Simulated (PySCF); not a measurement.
# Geometry relaxation, with input and output: SiF4 (charge +1)

System: SiF4, charge +1, multiplicity 2.
Method: PBE0-D3(BJ)/def2-SVP geometry optimisation, gas phase (PySCF 2.14.0).

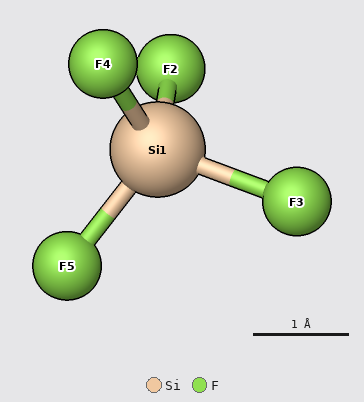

The input geometry (ball-and-stick view, seen at a tilt; atoms are numbered from 1 in the order of the input). Bond lengths as drawn: F–Si 1.56 to 1.62 Å.

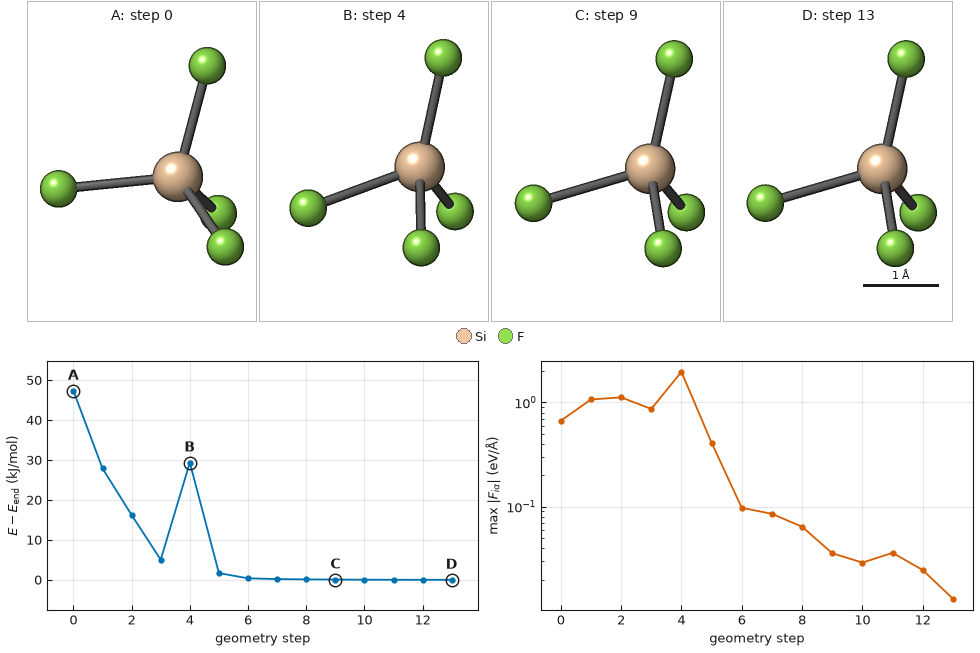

Frames of the relaxation (ball-and-stick view, seen at a tilt) above the curves, on which the letters mark them (steps are counted from 0).

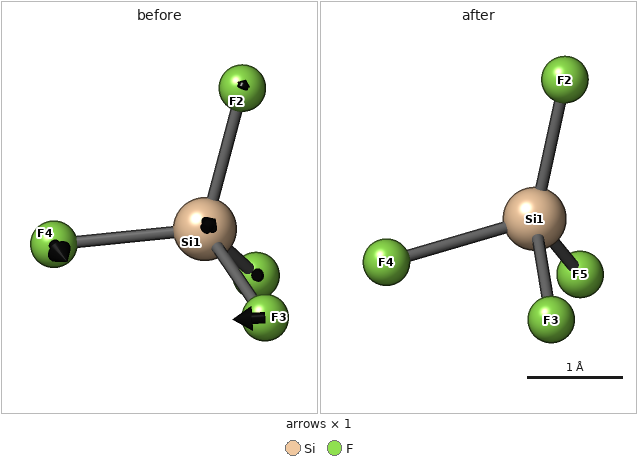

Before (left) and after (right) the relaxation, at one scale (ball-and-stick view, seen at a tilt). The black arrows give the displacements, at true length. Over 13 geometry steps the energy falls by 47.3 kJ/mol. Largest force component: 0.67 eV/Å at the start, 0.013 eV/Å at the end. The largest moves after the best rigid fit, 0.35 Å, are those of F3 and F4. By element the largest moves are F 0.35 Å, Si 0.20 Å. Among the contacts that change: Si1–F4 1.599 → 1.674 Å, Si1–F3 1.621 → 1.670 Å, Si1–F5 1.566 → 1.546 Å, Si1–F2 1.559 → 1.546 Å. Among the angles that change: F3–Si1–F4 108.8° → 75.0°, F2–Si1–F5 111.5° → 120.5°, F2–Si1–F3 108.8° → 113.2°. (Atoms are counted from 1 in the order of the input.)

The input that produced these results follows, with the program's output.

### The input
```
{"job": {"xc": "PBE0", "basis": "def2-SVP", "d3": "d3bj", "grid": 2, "kind": "geom", "shake": 0.01}, "charge": 1, "multiplicity": 2}
Si     0.020311    -0.025592     0.004114
F     -0.157807    -1.229987     0.978095
F     -1.380629     0.231791    -0.770563
F      0.404110     1.292137     0.823654
F      1.138964    -0.305174    -1.056005
```

The first line tells a small driver script what to run in PySCF; the rest is the geometry in Å.

Launched with:
```bash
OMP_NUM_THREADS=1 python <driver script> task.json out
```

### Log
```
step   0  E = -687.64098965  max force = 0.012995
step   1  E = -687.64839418  max force = 0.020781
step   2  E = -687.65283606  max force = 0.021787
step   3  E = -687.65710131  max force = 0.016863
step   4  E = -687.64783335  max force = 0.038270
step   5  E = -687.65837929  max force = 0.007992
step   6  E = -687.65887571  max force = 0.001899
step   7  E = -687.65894944  max force = 0.001662
step   8  E = -687.65897740  max force = 0.001250
step   9  E = -687.65899509  max force = 0.000697
step  10  E = -687.65900917  max force = 0.000566
step  11  E = -687.65901397  max force = 0.000702
step  12  E = -687.65901810  max force = 0.000480
step  13  E = -687.65902071  max force = 0.000254
optimisation converged
```

### Trajectory as extended XYZ (Å, eV, eV/Å), 14 frames, from step=0 to step=13
```
5
Properties=species:S:1:pos:R:3:forces:R:3 step=0 energy=-18711.66441
Si    0.0203   -0.0256    0.0041    0.1408  -0.5382  -0.0032
F    -0.1578   -1.2300    0.9781   -0.2640  -0.4645   0.5521
F    -1.3806    0.2318   -0.7706   -0.1439   0.3306  -0.0145
F     0.4041    1.2921    0.8236   -0.1693   0.5786   0.1339
F     1.1390   -0.3052   -1.0560    0.4365   0.0936  -0.6682
5
Properties=species:S:1:pos:R:3:forces:R:3 step=1 energy=-18711.86590
Si    0.1061   -0.0865    0.0179    0.8995  -1.0686  -0.2447
F    -0.1593   -1.2318    1.0457    0.1589   0.2497  -0.3263
F    -1.3051    0.3598   -0.7155   -0.3490   0.5623   0.1367
F     0.3128    1.3367    0.7824   -0.4094   0.3261  -0.1467
F     1.1451   -0.2533   -1.1519   -0.3000  -0.0695   0.5810
5
Properties=species:S:1:pos:R:3:forces:R:3 step=2 energy=-18711.98677
Si    0.1206   -0.1099    0.0116    0.8746  -1.1204  -0.4064
F    -0.1414   -1.2446    1.0410    0.0753   0.1328  -0.1659
F    -1.2968    0.4154   -0.6752   -0.2419   0.5781   0.2208
F     0.2504    1.3462    0.7372   -0.4587   0.4530  -0.1033
F     1.1669   -0.2822   -1.1360   -0.2493  -0.0435   0.4547
5
Properties=species:S:1:pos:R:3:forces:R:3 step=3 energy=-18712.10283
Si    0.1387   -0.1373    0.0049    0.4994  -0.8671  -0.2854
F    -0.1291   -1.2590    1.0413    0.0798   0.0752  -0.1173
F    -1.2777    0.4769   -0.6252   -0.1464   0.3984   0.1598
F     0.1807    1.3529    0.6863   -0.3260   0.4533  -0.0124
F     1.1871   -0.3086   -1.1286   -0.1068  -0.0598   0.2553
5
Properties=species:S:1:pos:R:3:forces:R:3 step=4 energy=-18711.85064
Si    0.1715   -0.1973   -0.0115   -0.5463   0.4398   0.1021
F    -0.0881   -1.2916    1.0433    0.0333  -0.1264   0.0761
F    -1.2196    0.6174   -0.5014   -1.6790  -1.3540  -1.6311
F    -0.0008    1.3623    0.5562    1.9679   1.1203   1.6699
F     1.2367   -0.3660   -1.1078    0.2240  -0.0797  -0.2169
5
Properties=species:S:1:pos:R:3:forces:R:3 step=5 energy=-18712.13761
Si    0.1562   -0.1688   -0.0039   -0.0894  -0.1482  -0.0869
F    -0.1101   -1.2790    1.0378    0.0627  -0.0390  -0.0022
F    -1.2517    0.5497   -0.5645   -0.3374  -0.1513  -0.2579
F     0.0940    1.3601    0.6285    0.2773   0.4110   0.3496
F     1.2113   -0.3372   -1.1192    0.0869  -0.0724  -0.0027
5
Properties=species:S:1:pos:R:3:forces:R:3 step=6 energy=-18712.15112
Si    0.1464   -0.1575   -0.0047   -0.0635  -0.0748  -0.0817
F    -0.1070   -1.2709    1.0378    0.0178  -0.0184   0.0084
F    -1.2755    0.5206   -0.5911    0.0947   0.0247   0.0888
F     0.1266    1.3688    0.6499   -0.0835   0.0976  -0.0151
F     1.2091   -0.3362   -1.1132    0.0344  -0.0291  -0.0004
5
Properties=species:S:1:pos:R:3:forces:R:3 step=7 energy=-18712.15312
Si    0.1469   -0.1598   -0.0060   -0.0855  -0.0118  -0.0607
F    -0.1015   -1.2708    1.0402    0.0133  -0.0087   0.0102
F    -1.2746    0.5231   -0.5862    0.0736  -0.0270   0.0441
F     0.1151    1.3736    0.6409   -0.0221   0.0615   0.0069
F     1.2137   -0.3413   -1.1102    0.0207  -0.0140  -0.0006
5
Properties=species:S:1:pos:R:3:forces:R:3 step=8 energy=-18712.15388
Si    0.1463   -0.1606   -0.0071   -0.0643   0.0046  -0.0376
F    -0.0939   -1.2671    1.0460    0.0085   0.0061   0.0072
F    -1.2754    0.5178   -0.5847    0.0413  -0.0444   0.0103
F     0.1048    1.3801    0.6310    0.0120   0.0318   0.0154
F     1.2178   -0.3454   -1.1065    0.0024   0.0019   0.0047
5
Properties=species:S:1:pos:R:3:forces:R:3 step=9 energy=-18712.15436
Si    0.1450   -0.1605   -0.0079   -0.0246  -0.0003  -0.0121
F    -0.0842   -1.2603    1.0548    0.0025   0.0149   0.0039
F    -1.2779    0.5059   -0.5860    0.0115  -0.0358  -0.0076
F     0.0957    1.3873    0.6206    0.0195   0.0090   0.0107
F     1.2211   -0.3475   -1.1027   -0.0088   0.0123   0.0051
5
Properties=species:S:1:pos:R:3:forces:R:3 step=10 energy=-18712.15475
Si    0.1437   -0.1600   -0.0083    0.0291  -0.0106   0.0190
F    -0.0697   -1.2484    1.0692   -0.0046   0.0140   0.0012
F    -1.2826    0.4840   -0.5897   -0.0229  -0.0079  -0.0182
F     0.0836    1.3967    0.6058    0.0109  -0.0116  -0.0027
F     1.2246   -0.3475   -1.0982   -0.0125   0.0161   0.0007
5
Properties=species:S:1:pos:R:3:forces:R:3 step=11 energy=-18712.15488
Si    0.1441   -0.1597   -0.0077    0.0361  -0.0082   0.0231
F    -0.0637   -1.2429    1.0760   -0.0039   0.0070   0.0004
F    -1.2850    0.4730   -0.5921   -0.0252   0.0058  -0.0132
F     0.0787    1.3998    0.5998   -0.0004  -0.0139  -0.0088
F     1.2255   -0.3453   -1.0973   -0.0067   0.0093  -0.0015
5
Properties=species:S:1:pos:R:3:forces:R:3 step=12 energy=-18712.15499
Si    0.1454   -0.1594   -0.0065    0.0247   0.0035   0.0180
F    -0.0587   -1.2384    1.0819   -0.0007  -0.0015  -0.0005
F    -1.2871    0.4631   -0.5944   -0.0168   0.0107  -0.0044
F     0.0736    1.4018    0.5945   -0.0084  -0.0118  -0.0109
F     1.2264   -0.3421   -1.0968    0.0012  -0.0009  -0.0021
5
Properties=species:S:1:pos:R:3:forces:R:3 step=13 energy=-18712.15506
Si    0.1470   -0.1590   -0.0052    0.0100   0.0131   0.0098
F    -0.0547   -1.2354    1.0861    0.0017  -0.0056  -0.0006
F    -1.2887    0.4557   -0.5962   -0.0081   0.0082   0.0000
F     0.0682    1.4034    0.5899   -0.0083  -0.0096  -0.0085
F     1.2278   -0.3399   -1.0959    0.0047  -0.0061  -0.0007
```

### Key numbers

```csv
quantity,value
outcome,converged
total energy,−687.659021 hartree
⟨S²⟩,0.756
point group,C2v
hardware,"1 CPU thread, shared host"
wall time,2 min
peak memory,0.39 GiB
```
